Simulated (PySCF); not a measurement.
# H2O3Si2: relaxation and vibrations and intensities

The task, for H2O3Si2: 2 runs in a chain (relaxation and vibrations and intensities).

Computed with PySCF 2.14.0 (relaxation, pbe0, def2-tzvp, and further levels as typed in the inputs, unless a step's input says otherwise).

**1. Starting point**

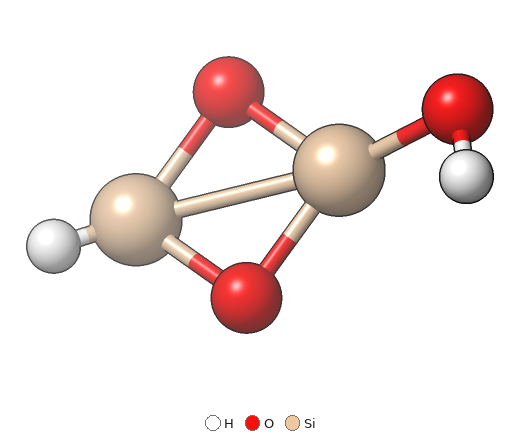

The starting structure, seen from a chosen angle (hydrogen white, oxygen red, silicon light orange).

Structure file:

```xyz
7

H     0.7890   -2.0220    0.7908
O     0.4403   -2.5620    0.0643
Si   -0.3342   -1.3014   -0.7315
O    -0.5534    0.3968   -0.5884
Si   -0.9189    0.4909   -2.2646
O    -0.6996   -1.2073   -2.4078
H    -0.6431    1.3341   -2.6568
```

**2. Relaxation: H2O3Si2, charge +1**

run.py reads:

```python
from pyscf import gto, dft
from pyscf.geomopt.geometric_solver import optimize
mol = gto.M(atom="mol.xyz", basis="def2-tzvp", charge=1, spin=1, verbose=4)
mf = dft.UKS(mol, xc="pbe0").density_fit().run(conv_tol=1e-9)
for i in range(6):  # look for a lower solution of the same spin
    mo, _, ok, _ = mf.stability(return_status=True)
    if ok: break
    mf.kernel(mf.make_rdm1(mo, mf.mo_occ))
print(f"converged SCF energy = {mf.e_tot:.10f}, stable: {ok}")
mf = mf.newton()  # steadier than the usual iterations for open shells
m = optimize(mf, maxsteps=60)
print("optimised structure (A):")
for k in range(m.natm): print(m.atom_symbol(k), *(f"{x:.8f}" for x in m.atom_coords(unit="A")[k]))
```

Run with:

```bash
python run.py
```

Output:

```text
veira, and M. A.L. Marques.,  SoftwareX 7, 1–5 (2018)
XC functionals = pbe0
    C. Adamo and V. Barone.,  J. Chem. Phys. 110, 6158 (1999)
    M. Ernzerhof and G. E. Scuseria.,  J. Chem. Phys. 110, 5029 (1999)
radial grids:
    Treutler-Ahlrichs [JCP 102, 346 (1995); DOI:10.1063/1.469408] (M4) radial grids

becke partition: Becke, JCP 88, 2547 (1988); DOI:10.1063/1.454033
pruning grids: <function nwchem_prune at 0xe36a51dec0e0>
grids dens level: 3
symmetrized grids: False
atomic radii adjust function: <function treutler_atomic_radii_adjust at 0xe36a51dec7c0>
small_rho_cutoff = 0
******** <class 'pyscf.df.df_jk.DFUKS'> Newton solver flags ********
SCF tol = 1e-09
conv_tol_grad = None
max. SCF cycles = 50
direct_scf = False
max_cycle_inner = 12
max_stepsize = 0.05
ah_start_tol = 1e+09
ah_level_shift = 0
ah_conv_tol = 1e-12
ah_lindep = 1e-14
ah_start_cycle = 1
ah_max_cycle = 40
ah_grad_trust_region = 2.5
kf_interval = 4
kf_trust_region = 5
canonicalization = True
Set conv_tol_grad to 3.16228e-05
tot grids = 100224
******** <class 'pyscf.df.df.DF'> ********
auxbasis = def2-tzvp-jkfit
[... the frontier-level lines of each cycle are left out ...]
Initial guess E= -805.331945278042  |g|= 0.0480316
macro= 0  E= -805.333131741922  delta_E= -0.00118646  |g|= 1.94764e-05  4 KF 14 JK
macro= 1  E= -805.333131741923  delta_E= -4.54747e-13  |g|= 6.70019e-06  1 KF 2 JK
Canonicalize SCF orbitals
macro X = 2  E=-805.333131741923  |g|= 6.70019e-06  total 6 KF 19 JK
converged SCF energy = -805.333131741923  <S^2> = 0.75230812  2S+1 = 2.0023068

******** <class 'pyscf.grad.rhf.Gradients_Scanner'> for <class 'pyscf.scf.hf.SecondOrderDFUKS_Scanner'> ********
unit = Eh/Bohr
grid_response = False
--------------- SecondOrderDFUKS_Scanner gradients ---------------
         x                y                z
0 H     0.0015195117     0.0021402929     0.0002980222
1 O    -0.0057344261     0.0100354821    -0.0082999586
2 Si    -0.0158662939     0.0026258681    -0.0201079727
3 O     0.0106912670    -0.0104299709     0.0056738820
4 Si     0.0134829811     0.0140234478    -0.0176846522
5 O     0.0114286856    -0.0027077142     0.0256475739
6 H    -0.0156006360    -0.0157034944     0.0145291436
----------------------------------------------
cycle 4: E = -805.333131742  dE = -0.018621  norm(grad) = 0.0575823

Geometry optimization cycle 5
Cartesian coordinates (Angstrom)
 Atom        New coordinates             dX        dY        dZ
   H   0.861783  -2.312842   0.879522    0.010938 -0.086259  0.018203
   O   0.440350  -2.299078   0.013273    0.018285  0.007838  0.014339
  Si  -0.240473  -1.174875  -0.810669    0.037057  0.034880  0.014500
   O  -0.688141   0.320936  -0.487176   -0.048205  0.029642  0.009691
  Si  -1.235209   0.452143  -2.159254   -0.017798  0.011764  0.007781
   O  -0.683161  -1.205295  -2.345750   -0.006321  0.017466 -0.013547
   H  -0.362395   1.354556  -2.893542    0.013137 -0.013483 -0.056104
New geometry
   1 H      0.861782534339  -2.312841753793   0.879522066065 AA    1.628532968835  -4.370637484127   1.662055825374 Bohr
   2 O      0.440349570349  -2.299077726749   0.013272790620 AA    0.832140087029  -4.344627242644   0.025081939180 Bohr
   3 Si    -0.240472761891  -1.174875440726  -0.810668802899 AA   -0.454427660391  -2.220192813450  -1.531942015208 Bohr
   4 O     -0.688140735576   0.320936132069  -0.487175612613 AA   -1.300397525395   0.606481393087  -0.920628482406 Bohr
   5 Si    -1.235209391990   0.452143498212  -2.159253746667 AA   -2.334207457351   0.854427380624  -4.080398214642 Bohr
   6 O     -0.683161355050  -1.205295392126  -2.345750409439 AA   -1.290987859931  -2.277678190318  -4.432825830427 Bohr
   7 H     -0.362394952911   1.354555636800  -2.893541579736 AA   -0.684827209926   2.559739174038  -5.468001115743 Bohr

******** <class 'pyscf.scf.hf.SecondOrderDFUKS_Scanner'> ********
method = SecondOrderDFUKS_Scanner
initial guess = minao
damping factor = 0
level_shift factor = 0
DIIS = <class 'pyscf.scf.diis.CDIIS'>
diis_start_cycle = 1
diis_space = 8
diis_damp = 0
SCF conv_tol = 1e-09
SCF conv_tol_grad = None
SCF max_cycles = 50
direct_scf = False
number electrons alpha = 27  beta = 26
XC library pyscf.dft.libxc version 7.0.0
    S. Lehtola, C. Steigemann, M. J.T. Oliveira, and M. A.L. Marques.,  SoftwareX 7, 1–5 (2018)
XC functionals = pbe0
    C. Adamo and V. Barone.,  J. Chem. Phys. 110, 6158 (1999)
    M. Ernzerhof and G. E. Scuseria.,  J. Chem. Phys. 110, 5029 (1999)
radial grids:
    Treutler-Ahlrichs [JCP 102, 346 (1995); DOI:10.1063/1.469408] (M4) radial grids

becke partition: Becke, JCP 88, 2547 (1988); DOI:10.1063/1.454033
pruning grids: <function nwchem_prune at 0xe36a51dec0e0>
grids dens level: 3
symmetrized grids: False
atomic radii adjust function: <function treutler_atomic_radii_adjust at 0xe36a51dec7c0>
small_rho_cutoff = 0
******** <class 'pyscf.df.df_jk.DFUKS'> Newton solver flags ********
SCF tol = 1e-09
conv_tol_grad = None
max. SCF cycles = 50
direct_scf = False
max_cycle_inner = 12
max_stepsize = 0.05
ah_start_tol = 1e+09
ah_level_shift = 0
ah_conv_tol = 1e-12
ah_lindep = 1e-14
ah_start_cycle = 1
ah_max_cycle = 40
ah_grad_trust_region = 2.5
kf_interval = 4
kf_trust_region = 5
canonicalization = True
Set conv_tol_grad to 3.16228e-05
tot grids = 100224
******** <class 'pyscf.df.df.DF'> ********
auxbasis = def2-tzvp-jkfit
Initial guess E= -805.336348872521  |g|= 0.0255103
macro= 0  E= -805.336662993052  delta_E= -0.000314121  |g|= 0.00014172  3 KF 12 JK
macro= 1  E= -805.336662993053  delta_E= -1.81899e-12  |g|= 8.46661e-06  1 KF 2 JK
Canonicalize SCF orbitals
macro X = 2  E=-805.336662993053  |g|= 8.46661e-06  total 5 KF 17 JK
converged SCF energy = -805.336662993053  <S^2> = 0.75256747  2S+1 = 2.0025658

******** <class 'pyscf.grad.rhf.Gradients_Scanner'> for <class 'pyscf.scf.hf.SecondOrderDFUKS_Scanner'> ********
unit = Eh/Bohr
grid_response = False
--------------- SecondOrderDFUKS_Scanner gradients ---------------
         x                y                z
0 H     0.0007884925    -0.0004680924    -0.0013718714
1 O     0.0008556933     0.0005172962     0.0029137578
2 Si    -0.0052287913     0.0050252894    -0.0022853440
3 O     0.0020691780     0.0016418946     0.0075171538
4 Si     0.0073480124     0.0069616710    -0.0063042797
5 O     0.0009924818    -0.0057229908    -0.0070293003
6 H    -0.0069022316    -0.0079775181     0.0065682898
----------------------------------------------
cycle 5: E = -805.336662993  dE = -0.00353125  norm(grad) = 0.0226559

Geometry optimization cycle 6
Cartesian coordinates (Angstrom)
 Atom        New coordinates             dX        dY        dZ
   H   0.861392  -2.349133   0.881834   -0.000391 -0.036291  0.002312
   O   0.450134  -2.301252   0.012310    0.009785 -0.002175 -0.000963
  Si  -0.219992  -1.162095  -0.796167    0.020481  0.012781  0.014502
   O  -0.708924   0.327411  -0.498032   -0.020783  0.006475 -0.010856
  Si  -1.251361   0.461221  -2.162196   -0.016151  0.009078 -0.002942
   O  -0.675189  -1.187985  -2.324089    0.007973  0.017310  0.021661
   H  -0.355184   1.349620  -2.919257    0.007211 -0.004935 -0.025716
New geometry
   1 H      0.861391756598  -2.349133158677   0.881834496681 AA    1.627794505929  -4.439218300033   1.666425685921 Bohr
   2 O      0.450134460661  -2.301252480847   0.012309729752 AA    0.850630849877  -4.348736932276   0.023262017899 Bohr
   3 Si    -0.219991730836  -1.162094801563  -0.796166879583 AA   -0.415724120950  -2.196040905736  -1.504537351862 Bohr
   4 O     -0.708924193808   0.327410747670  -0.498031767110 AA   -1.339672569375   0.618716643336  -0.941143641171 Bohr
   5 Si    -1.251360739079   0.461221216073  -2.162195990881 AA   -2.364729079893   0.871581781218  -4.085958250397 Bohr
   6 O     -0.675188794436  -1.187985223782  -2.324089051032 AA   -1.275921903859  -2.244966712977  -4.391891795551 Bohr
   7 H     -0.355184445741   1.349620312707  -2.919257392444 AA   -0.671201326156   2.550412763166  -5.516596958831 Bohr

******** <class 'pyscf.scf.hf.SecondOrderDFUKS_Scanner'> ********
method = SecondOrderDFUKS_Scanner
[... 856 lines left out ...]
auxbasis = def2-tzvp-jkfit
Initial guess E= -805.337660777028  |g|= 0.000599301
macro= 0  E= -805.3376609793  delta_E= -2.02272e-07  |g|= 6.1635e-05  2 KF 7 JK
macro= 1  E= -805.337660979303  delta_E= -3.18323e-12  |g|= 1.10604e-05  1 KF 2 JK
Canonicalize SCF orbitals
macro X = 2  E=-805.337660979303  |g|= 1.10604e-05  total 4 KF 12 JK
converged SCF energy = -805.337660979303  <S^2> = 0.75288441  2S+1 = 2.0028823

******** <class 'pyscf.grad.rhf.Gradients_Scanner'> for <class 'pyscf.scf.hf.SecondOrderDFUKS_Scanner'> ********
unit = Eh/Bohr
grid_response = False
--------------- SecondOrderDFUKS_Scanner gradients ---------------
         x                y                z
0 H     0.0000132576     0.0000945285     0.0000397988
1 O    -0.0001343522    -0.0002254534    -0.0000068618
2 Si     0.0002867136     0.0002033490    -0.0000130265
3 O    -0.0001436404    -0.0000126412     0.0000560712
4 Si     0.0003136658     0.0001312542    -0.0001578414
5 O    -0.0001535555     0.0000762165    -0.0000837748
6 H    -0.0002115619    -0.0002615161     0.0001544887
----------------------------------------------
cycle 15: E = -805.337660979  dE = -2.32593e-06  norm(grad) = 0.000735686

Geometry optimization cycle 16
Cartesian coordinates (Angstrom)
 Atom        New coordinates             dX        dY        dZ
   H   0.805173  -2.348250   0.910515    0.001767 -0.003016 -0.000138
   O   0.493513  -2.317976  -0.002424    0.004163  0.001351 -0.000717
  Si  -0.163851  -1.171023  -0.814898    0.001294 -0.000183  0.000136
   O  -0.622604   0.325767  -0.498768    0.001363 -0.000198  0.000351
  Si  -1.244027   0.446856  -2.132056   -0.000318 -0.000459  0.001293
   O  -0.664043  -1.189539  -2.328648    0.000311  0.000028  0.000535
   H  -0.431088   1.398431  -2.937411   -0.001323  0.000915  0.001451
New geometry
   1 H      0.805172523435  -2.348249967325   0.910514606260 AA    1.521555552317  -4.437549310263   1.720623238248 Bohr
   2 O      0.493513311393  -2.317975706782  -0.002424355365 AA    0.932604997360  -4.380339249212  -0.004581367669 Bohr
   3 Si    -0.163850853359  -1.171022646641  -0.814898464950 AA   -0.309633238125  -2.212912087816  -1.539934918085 Bohr
   4 O     -0.622603609638   0.325767069839  -0.498768246401 AA   -1.176550306381   0.615610542397  -0.942535385328 Bohr
   5 Si    -1.244027393634   0.446856109747  -2.132055508491 AA   -2.350871065424   0.844435664510  -4.029000993418 Bohr
   6 O     -0.664042935665  -1.189539374337  -2.328648252098 AA   -1.254859283359  -2.247903631883  -4.400507436912 Bohr
   7 H     -0.431088108714   1.398430953090  -2.937411188487 AA   -0.814638461025   2.642651505454  -5.550902661473 Bohr

******** <class 'pyscf.scf.hf.SecondOrderDFUKS_Scanner'> ********
method = SecondOrderDFUKS_Scanner
initial guess = minao
damping factor = 0
level_shift factor = 0
DIIS = <class 'pyscf.scf.diis.CDIIS'>
diis_start_cycle = 1
diis_space = 8
diis_damp = 0
SCF conv_tol = 1e-09
SCF conv_tol_grad = None
SCF max_cycles = 50
direct_scf = False
number electrons alpha = 27  beta = 26
XC library pyscf.dft.libxc version 7.0.0
    S. Lehtola, C. Steigemann, M. J.T. Oliveira, and M. A.L. Marques.,  SoftwareX 7, 1–5 (2018)
XC functionals = pbe0
    C. Adamo and V. Barone.,  J. Chem. Phys. 110, 6158 (1999)
    M. Ernzerhof and G. E. Scuseria.,  J. Chem. Phys. 110, 5029 (1999)
radial grids:
    Treutler-Ahlrichs [JCP 102, 346 (1995); DOI:10.1063/1.469408] (M4) radial grids

becke partition: Becke, JCP 88, 2547 (1988); DOI:10.1063/1.454033
pruning grids: <function nwchem_prune at 0xe36a51dec0e0>
grids dens level: 3
symmetrized grids: False
atomic radii adjust function: <function treutler_atomic_radii_adjust at 0xe36a51dec7c0>
small_rho_cutoff = 0
******** <class 'pyscf.df.df_jk.DFUKS'> Newton solver flags ********
SCF tol = 1e-09
conv_tol_grad = None
max. SCF cycles = 50
direct_scf = False
max_cycle_inner = 12
max_stepsize = 0.05
ah_start_tol = 1e+09
ah_level_shift = 0
ah_conv_tol = 1e-12
ah_lindep = 1e-14
ah_start_cycle = 1
ah_max_cycle = 40
ah_grad_trust_region = 2.5
kf_interval = 4
kf_trust_region = 5
canonicalization = True
Set conv_tol_grad to 3.16228e-05
tot grids = 100224
******** <class 'pyscf.df.df.DF'> ********
auxbasis = def2-tzvp-jkfit
Initial guess E= -805.337662050799  |g|= 0.000431771
macro= 0  E= -805.337662171231  delta_E= -1.20432e-07  |g|= 3.79505e-05  2 KF 7 JK
macro= 1  E= -805.337662171233  delta_E= -2.04636e-12  |g|= 6.77064e-06  1 KF 2 JK
Canonicalize SCF orbitals
macro X = 2  E=-805.337662171233  |g|= 6.77064e-06  total 4 KF 12 JK
converged SCF energy = -805.337662171233  <S^2> = 0.75288591  2S+1 = 2.0028838

******** <class 'pyscf.grad.rhf.Gradients_Scanner'> for <class 'pyscf.scf.hf.SecondOrderDFUKS_Scanner'> ********
unit = Eh/Bohr
grid_response = False
--------------- SecondOrderDFUKS_Scanner gradients ---------------
         x                y                z
0 H    -0.0000043614     0.0000114280     0.0000140009
1 O    -0.0001087767    -0.0000144719     0.0000304097
2 Si     0.0001957934     0.0000248775    -0.0000595656
3 O    -0.0000968058     0.0000121463    -0.0000582948
4 Si     0.0002854814    -0.0000264486    -0.0000667055
5 O    -0.0001411659     0.0001884747    -0.0000091335
6 H    -0.0001606676    -0.0001922264     0.0001399460
----------------------------------------------
cycle 16: E = -805.337662171  dE = -1.19193e-06  norm(grad) = 0.000541539

Geometry optimization cycle 17
Cartesian coordinates (Angstrom)
 Atom        New coordinates             dX        dY        dZ
   H   0.807542  -2.350177   0.909908    0.002370 -0.001927 -0.000606
   O   0.496883  -2.317288  -0.003212    0.003369  0.000688 -0.000788
  Si  -0.162930  -1.171209  -0.814590    0.000921 -0.000186  0.000308
   O  -0.621698   0.325498  -0.498137    0.000906 -0.000269  0.000631
  Si  -1.244453   0.446598  -2.130922   -0.000426 -0.000259  0.001133
   O  -0.663437  -1.189634  -2.328149    0.000606 -0.000095  0.000499
   H  -0.432084   1.399370  -2.936244   -0.000996  0.000939  0.001168
New geometry
   1 H      0.807542230672  -2.350177283471   0.909908213183 AA    1.526033649990  -4.441191409934   1.719477321409 Bohr
   2 O      0.496882654606  -2.317288063453  -0.003212185259 AA    0.938972133251  -4.379039791649  -0.006070150400 Bohr
   3 Si    -0.162930003187  -1.171208918431  -0.814590243930 AA   -0.307893083498  -2.213264090482  -1.539352464770 Bohr
   4 O     -0.621697805503   0.325497960451  -0.498137445567 AA   -1.174838584643   0.615101999357  -0.941343344513 Bohr
   5 Si    -1.244453430912   0.446597558046  -2.130922352039 AA   -2.351676159199   0.843947072606  -4.026859638068 Bohr
   6 O     -0.663437261671  -1.189634125060  -2.328149499821 AA   -1.253714725390  -2.248082684800  -4.399564931704 Bohr
   7 H     -0.432084397970   1.399370450160  -2.936243534497 AA   -0.816521174861   2.644426897611  -5.548696115224 Bohr

******** <class 'pyscf.scf.hf.SecondOrderDFUKS_Scanner'> ********
method = SecondOrderDFUKS_Scanner
initial guess = minao
damping factor = 0
level_shift factor = 0
DIIS = <class 'pyscf.scf.diis.CDIIS'>
diis_start_cycle = 1
diis_space = 8
diis_damp = 0
SCF conv_tol = 1e-09
SCF conv_tol_grad = None
SCF max_cycles = 50
direct_scf = False
number electrons alpha = 27  beta = 26
XC library pyscf.dft.libxc version 7.0.0
    S. Lehtola, C. Steigemann, M. J.T. Oliveira, and M. A.L. Marques.,  SoftwareX 7, 1–5 (2018)
XC functionals = pbe0
    C. Adamo and V. Barone.,  J. Chem. Phys. 110, 6158 (1999)
    M. Ernzerhof and G. E. Scuseria.,  J. Chem. Phys. 110, 5029 (1999)
radial grids:
    Treutler-Ahlrichs [JCP 102, 346 (1995); DOI:10.1063/1.469408] (M4) radial grids

becke partition: Becke, JCP 88, 2547 (1988); DOI:10.1063/1.454033
pruning grids: <function nwchem_prune at 0xe36a51dec0e0>
grids dens level: 3
symmetrized grids: False
atomic radii adjust function: <function treutler_atomic_radii_adjust at 0xe36a51dec7c0>
small_rho_cutoff = 0
******** <class 'pyscf.df.df_jk.DFUKS'> Newton solver flags ********
SCF tol = 1e-09
conv_tol_grad = None
max. SCF cycles = 50
direct_scf = False
max_cycle_inner = 12
max_stepsize = 0.05
ah_start_tol = 1e+09
ah_level_shift = 0
ah_conv_tol = 1e-12
ah_lindep = 1e-14
ah_start_cycle = 1
ah_max_cycle = 40
ah_grad_trust_region = 2.5
kf_interval = 4
kf_trust_region = 5
canonicalization = True
Set conv_tol_grad to 3.16228e-05
tot grids = 100224
******** <class 'pyscf.df.df.DF'> ********
auxbasis = def2-tzvp-jkfit
Initial guess E= -805.337662589318  |g|= 0.000300005
macro= 0  E= -805.337662652893  delta_E= -6.35746e-08  |g|= 3.55489e-05  2 KF 7 JK
macro= 1  E= -805.337662652893  delta_E= -6.82121e-13  |g|= 6.47248e-06  1 KF 2 JK
Canonicalize SCF orbitals
macro X = 2  E=-805.337662652893  |g|= 6.47248e-06  total 4 KF 12 JK
converged SCF energy = -805.337662652893  <S^2> = 0.75288947  2S+1 = 2.0028874

******** <class 'pyscf.grad.rhf.Gradients_Scanner'> for <class 'pyscf.scf.hf.SecondOrderDFUKS_Scanner'> ********
unit = Eh/Bohr
grid_response = False
--------------- SecondOrderDFUKS_Scanner gradients ---------------
         x                y                z
0 H    -0.0000135774    -0.0000336241    -0.0000084495
1 O    -0.0000777688     0.0000829952     0.0000472638
2 Si     0.0000876091    -0.0000641840    -0.0000605932
3 O    -0.0000217957     0.0000238102    -0.0000874671
4 Si     0.0001265618    -0.0000541309    -0.0000103696
5 O    -0.0000562721     0.0001393468     0.0000309454
6 H    -0.0000759034    -0.0000923278     0.0000809465
----------------------------------------------
cycle 17: E = -805.337662653  dE = -4.8166e-07  norm(grad) = 0.000322724
optimised structure (A):
H 0.80754223 -2.35017728 0.90990821
O 0.49688265 -2.31728806 -0.00321219
Si -0.16293000 -1.17120892 -0.81459024
O -0.62169781 0.32549796 -0.49813745
Si -1.24445343 0.44659756 -2.13092235
O -0.66343726 -1.18963413 -2.32814950
H -0.43208440 1.39937045 -2.93624353
```

It took 17 min on 3 threads of Arm Neoverse N1, shared host.

[end of part 1 of 2]
